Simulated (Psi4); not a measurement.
Single-point calculation of Si2H4F2

- system: Si2H4F2, SMILES F[SiH2][SiH2]F
- method: MP2/6-311+G**, RHF (Psi4 1.11)

The geometry comes from this level: PBE0-D4/def2-TZVP.

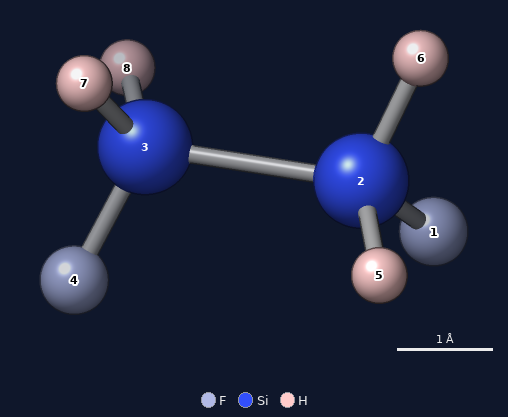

**Figure 1.** The structure (ball-and-stick view, seen at a tilt; atoms are numbered from 1 in the order of the input). Bond lengths as drawn: F–Si 1.60 Å, H–Si 1.49 Å and Si–Si 2.35 Å.

## Key numbers

```tsv
quantity	value
outcome	converged
total energy	−779.861058 hartree
SCF energy	−779.249248 hartree
MP2 energy	−779.861058 hartree
correlation energy	−0.611810 hartree
basis functions	128
HOMO of the SCF reference	−11.57 eV
LUMO of the SCF reference	1.47 eV
hardware	1 thread of Intel Xeon @ 2.50GHz (Skylake/Cascade Lake), 12 GiB of memory available, shared host
wall time	6.3 s
peak memory	0.27 GiB
```

## Input (f2h4si2.in)
```
memory 1600 MB

molecule mol {
  F     -1.934800     1.205800    -0.274500
  Si    -0.357800     1.128100     0.012400
  Si     0.358600    -1.109600     0.044100
  F      0.281000    -1.742000    -1.428800
  H      0.340100     1.914200    -1.037000
  H     -0.099800     1.743700     1.341600
  H      1.774800    -1.164000     0.495400
  H     -0.477100    -1.941900     0.946800
  units angstrom
  symmetry c1
}

set basis 6-311+G**
set scf_type df
set num_frozen_docc 12
set orbital_optimizer_package ooo

e = energy('mp2')
print_variables()
```

Launched with:
```bash
psi4 -n 1 f2h4si2.in f2h4si2.out
```

## Log
```
Psi4 1.11 release

   => Loading Basis Set <=

    Name: 6-311+G**
    Role: ORBITAL
    Keyword: BASIS

         ---------------------------------------------------------
                                   SCF
                              RHF Reference
                        1 Threads,   1525 MiB Core
         ---------------------------------------------------------

  ==> Geometry <==

    Molecular point group: c1
    Full point group: C1

    Geometry (in Angstrom), charge = 0, multiplicity = 1:

       Center              X                  Y                   Z               Mass
    ------------   -----------------  -----------------  -----------------  -----------------
         F           -1.630181243090     1.298807439956     0.021664877010    18.998403162730
         SI          -0.053181243090     1.221107439956     0.308564877010    27.976926534650
         SI           0.663218756910    -1.016592560044     0.340264877010    27.976926534650
         F            0.585618756910    -1.648992560044    -1.132635122990    18.998403162730
         H            0.644718756910     2.007207439956    -0.740835122990     1.007825032230
         H            0.204818756910     1.836707439956     1.637764877010     1.007825032230
         H            2.079418756910    -1.070992560044     0.791564877010     1.007825032230
         H           -0.172481243090    -1.848892560044     1.242964877010     1.007825032230

  Running in c1 symmetry.

  Rotational constants: A =      0.29084  B =      0.07165  C =      0.06496 [cm^-1]
  Rotational constants: A =   8719.22152  B =   2147.97408  C =   1947.59287 [MHz]
  Nuclear repulsion =  221.605031983874795

  Charge       = 0
  Multiplicity = 1
  Electrons    = 50
  Nalpha       = 25
  Nbeta        = 25

  ==> Algorithm <==

  SCF Algorithm Type is DF.
  DIIS enabled.
  MOM disabled.
  Fractional occupation disabled.
  Guess Type is SAD.
  Energy threshold   = 1.00e-08
  Density threshold  = 1.00e-08
  Integral threshold = 1.00e-12

  ==> Primary Basis <==

  Basis Set: 6-311+G**
    Blend: 6-311+G**
    Number of shells: 64
    Number of basis functions: 128
    Number of Cartesian functions: 132
    Spherical Harmonics?: true
    Max angular momentum: 2

   => Loading Basis Set <=

    Name: (6-311+G** AUX)
    Role: JKFIT
    Keyword: DF_BASIS_SCF

  ==> Integral Setup <==

  DFHelper Memory: AOs need 0.076 GiB; user supplied 1.118 GiB.
  SCF_SUBTYPE=INCORE selected. In-core MEM_DF algorithm will be used.
  Using in-core AOs.

  ==> MemDFJK: Density-Fitted J/K Matrices <==

    J tasked:                   Yes
    K tasked:                   Yes
    wK tasked:                   No
    Memory [MiB]:              1144
    Algorithm:                 Core
    Schwarz Cutoff:           1E-12
    Mask sparsity (%):       7.9346
    Fitting Condition:        1E-10

   => Auxiliary Basis Set <=

  Basis Set: (6-311+G** AUX)
    Blend: HEAVY-AUG-CC-PVTZ-JKFIT
    Number of shells: 184
    Number of basis functions: 620
    Number of Cartesian functions: 762
    Spherical Harmonics?: true
    Max angular momentum: 4

  Minimum eigenvalue in the overlap matrix is 1.0262201637E-03.
  Reciprocal condition number of the overlap matrix is 1.4375938273E-04.
    Using symmetric orthogonalization.

  ==> Pre-Iterations <==

  SCF Guess: Superposition of Atomic Densities via on-the-fly atomic UHF (no occupation information).

   -------------------------
    Irrep   Nso     Nmo
   -------------------------
     A        128     128
   -------------------------
    Total     128     128
   -------------------------

  ==> Iterations <==

                           Total Energy        Delta E     RMS |[F,P]|

   @DF-RHF iter SAD:  -778.24695679877891   -7.78247e+02   0.00000e+00
   @DF-RHF iter   1:  -779.15509625433049   -7.79155e+02   3.77019e-03 ADIIS+DIIS
   @DF-RHF iter   2:  -779.22167486475075   -6.65786e-02   2.40165e-03 EDIIS+DIIS
   @DF-RHF iter   3:  -779.24781594905903   -2.61411e-02   3.04010e-04 ADIIS+DIIS
   @DF-RHF iter   4:  -779.24912286962126   -1.30692e-03   7.12737e-05 ADIIS+DIIS
   @DF-RHF iter   5:  -779.24924308895947   -1.20219e-04   1.38567e-05 DIIS
   @DF-RHF iter   6:  -779.24924774663657   -4.65768e-06   3.15985e-06 DIIS
   @DF-RHF iter   7:  -779.24924802124383   -2.74607e-07   5.93751e-07 DIIS
   @DF-RHF iter   8:  -779.24924802708756   -5.84373e-09   2.42449e-07 DIIS
   @DF-RHF iter   9:  -779.24924802757732   -4.89763e-10   8.59638e-08 DIIS
   @DF-RHF iter  10:  -779.24924802768066   -1.03341e-10   2.02911e-08 DIIS
   @DF-RHF iter  11:  -779.24924802769294   -1.22782e-11   6.33708e-09 Converged
  Energy and wave function converged.

  ==> Post-Iterations <==

    Orbital Energies [Eh]
    ---------------------

    Doubly Occupied:

       1A    -68.833732     2A    -68.833723     3A    -26.291801
       4A    -26.291789     5A     -6.177230     6A     -6.177104
       7A     -4.285468     8A     -4.285350     9A     -4.283797
      10A     -4.283505    11A     -4.283471    12A     -4.283166
      13A     -1.594174    14A     -1.593639    15A     -0.800843
      16A     -0.760851    17A     -0.678188    18A     -0.675882
      19A     -0.673221    20A     -0.669430    21A     -0.654866
      22A     -0.608029    23A     -0.502691    24A     -0.496028
      25A     -0.425065

    Virtual:

      26A      0.053995    27A      0.061492    28A      0.064870
      29A      0.066069    30A      0.088949    31A      0.094432
      32A      0.097461    33A      0.123432    34A      0.127265
      35A      0.143029    36A      0.174467    37A      0.196214
      38A      0.198768    39A      0.226734    40A      0.229954
      41A      0.320440    42A      0.346815    43A      0.352526
      44A      0.367580    45A      0.370691    46A      0.374981
      47A      0.381054    48A      0.395311    49A      0.411651
      50A      0.421358    51A      0.434364    52A      0.455926
      53A      0.467299    54A      0.531306    55A      0.534234
      56A      0.555990    57A      0.573232    58A      0.602111
      59A      0.692923    60A      0.720286    61A      0.750420
      62A      0.763129    63A      0.821922    64A      0.877115
      65A      0.890144    66A      1.053454    67A      1.071051
      68A      1.144117    69A      1.181815    70A      1.212350
      71A      1.398617    72A      1.410541    73A      1.437800
      74A      1.451695    75A      1.512206    76A      1.536096
      77A      1.553585    78A      1.578035    79A      1.588524
      80A      1.588715    81A      1.660822    82A      1.663569
      83A      1.689821    84A      1.693785    85A      1.772413
      86A      1.789896    87A      1.794862    88A      1.844643
      89A      1.893975    90A      1.910422    91A      2.215785
      92A      2.247180    93A      2.282430    94A      2.322153
      95A      2.383481    96A      2.393791    97A      2.905150
      98A      2.924261    99A      2.952161   100A      3.003527
     101A      4.214579   102A      4.217405   103A      4.217883
     104A      4.219286   105A      4.265398   106A      4.276663
     107A      4.281381   108A      4.284017   109A      4.600129
     110A      4.602443   111A      6.102365   112A      6.147423
     113A      6.950719   114A      6.954427   115A      6.965146
     116A      6.972007   117A      6.993959   118A      7.002306
     119A     12.190704   120A     12.264517   121A     12.269560
     122A     12.271142   123A     12.316407   124A     12.333370
     125A     68.773914   126A     68.777894   127A    143.856837
     128A    143.916206

    Final Occupation by Irrep:
              A
    DOCC [    25 ]
    NA   [    25 ]
    NB   [    25 ]

  @DF-RHF Final Energy:  -779.24924802769112

   => Energetics <=

    Nuclear Repulsion Energy =            221.6050319838747953
    One-Electron Energy =               -1524.8224723992159397
    Two-Electron Energy =                 523.9681923876499923
    Total Energy =                       -779.2492480276911238

Computation Completed

Properties will be evaluated at   0.000000,   0.000000,   0.000000 [a0]

Properties computed using the SCF density matrix

 Multipole Moments:

 ------------------------------------------------------------------------------------
     Multipole            Electronic (a.u.)      Nuclear  (a.u.)        Total (a.u.)
 ------------------------------------------------------------------------------------

 L = 1.  Multiply by 2.5417464519 to convert [e a0] to [Debye]
 Dipole X            :         -2.9229952            3.5828033            0.6598080
 Dipole Y            :         -0.9797803            1.2010570            0.2212768
 Dipole Z            :         -3.1083816            3.8103377            0.7019560
 Magnitude           :                                                    0.9884596

 ------------------------------------------------------------------------------------

	total time  =          3 seconds =       0.05 minutes

  //>>>>>>>>>>>>>>>>>>>>>>>>>>>>>>>>>>>//
  //               DFMP2               //
  //<<<<<<<<<<<<<<<<<<<<<<<<<<<<<<<<<<<//

   => Loading Basis Set <=

    Name: (6-311+G** AUX)
    Role: RIFIT
    Keyword: DF_BASIS_MP2

	 --------------------------------------------------------
	                          DF-MP2
	      2nd-Order Density-Fitted Moller-Plesset Theory
	              RMP2 Wavefunction,   1 Threads

	 --------------------------------------------------------

   => Auxiliary Basis Set <=

  Basis Set: (6-311+G** AUX)
    Blend: HEAVY-AUG-CC-PVTZ-RI
    Number of shells: 170
    Number of basis functions: 626
    Number of Cartesian functions: 794
    Spherical Harmonics?: true
    Max angular momentum: 4

	 --------------------------------------------------------
	                 NBF =   128, NAUX =   626
	 --------------------------------------------------------
	   CLASS    FOCC     OCC    AOCC    AVIR     VIR    FVIR
	   PAIRS      12      25      13     103     103       0
	 --------------------------------------------------------

	-----------------------------------------------------------
	 ==================> DF-MP2 Energies <====================
	-----------------------------------------------------------
	 Reference Energy          =    -779.2492480276911238 [Eh]
	 Singles Energy            =      -0.0000000000000000 [Eh]
	 Same-Spin Energy          =      -0.1457733186614336 [Eh]
	 Opposite-Spin Energy      =      -0.4660366127612084 [Eh]
	 Correlation Energy        =      -0.6118099314226421 [Eh]
	 Total Energy              =    -779.8610579591137366 [Eh]
	-----------------------------------------------------------
	 ================> DF-SCS-MP2 Energies <==================
	-----------------------------------------------------------
	 SCS Same-Spin Scale       =       0.3333333333333333 [-]
	 SCS Opposite-Spin Scale   =       1.2000000000000000 [-]
	 SCS Same-Spin Energy      =      -0.0485911062204779 [Eh]
	 SCS Opposite-Spin Energy  =      -0.5592439353134501 [Eh]
	 SCS Correlation Energy    =      -0.6078350415339280 [Eh]
	 SCS Total Energy          =    -779.8570830692250411 [Eh]
	-----------------------------------------------------------

	total time  =          1 seconds =       0.02 minutes

  Variable Map:
  ----------------------------------------------------------------------------
  "CURRENT CORRELATION ENERGY"           =>      -0.611809931423
  "CURRENT ENERGY"                       =>    -779.861057959114
  "CURRENT REFERENCE ENERGY"             =>    -779.249248027691
  "CUSTOM SCS-MP2 CORRELATION ENERGY"    =>      -0.607835041534
  "CUSTOM SCS-MP2 TOTAL ENERGY"          =>    -779.857083069225
  "HF KINETIC ENERGY"                    =>     779.088166830653
  "HF POTENTIAL ENERGY"                  =>   -1558.337414858344
  "HF TOTAL ENERGY"                      =>    -779.249248027691
  "HF VIRIAL RATIO"                      =>       2.000206756056
  "MP2 CORRELATION ENERGY"               =>      -0.611809931423
  "MP2 DOUBLES ENERGY"                   =>      -0.611809931423
  "MP2 OPPOSITE-SPIN CORRELATION ENERGY" =>      -0.466036612761
  "MP2 SAME-SPIN CORRELATION ENERGY"     =>      -0.145773318661
  "MP2 SINGLES ENERGY"                   =>      -0.000000000000
  "MP2 TOTAL ENERGY"                     =>    -779.861057959114
  "NUCLEAR REPULSION ENERGY"             =>     221.605031983875
  "ONE-ELECTRON ENERGY"                  =>   -1524.822472399216
  "SCF ITERATION ENERGY"                 =>    -779.249248027691
  "SCF ITERATIONS"                       =>      11.000000000000
  "SCF TOTAL ENERGY"                     =>    -779.249248027691
  "SCS-MP2 CORRELATION ENERGY"           =>      -0.607835041534
  "SCS-MP2 TOTAL ENERGY"                 =>    -779.857083069225
  "TWO-ELECTRON ENERGY"                  =>     523.968192387650

  Array Variable Map:
  ----------------------------------------------------------------------------
  "CURRENT DIPOLE"                       =>       0.659808048528 ... 0.701956027559 1 by 3
  "SCF DIPOLE"                           =>       0.659808048528 ... 0.701956027559 1 by 3
  "SCF TOTAL ENERGIES"                   =>    -779.249248027691 ... -779.249248027691 1 by 1

    Psi4 run time: 0:00:04.01
```

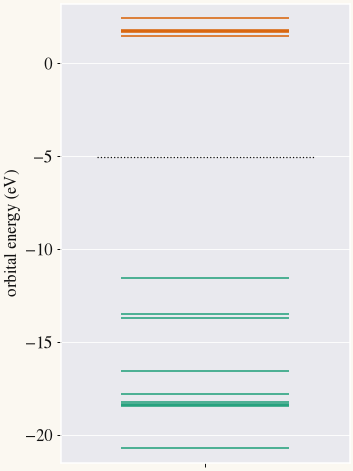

**Figure 2.** Orbital energies near the frontier (SCF reference); the dotted line parts filled from empty levels, and levels within 0.02 eV of each other stand side by side. Highest filled −11.57 eV, lowest empty 1.47 eV, 13.04 eV apart.
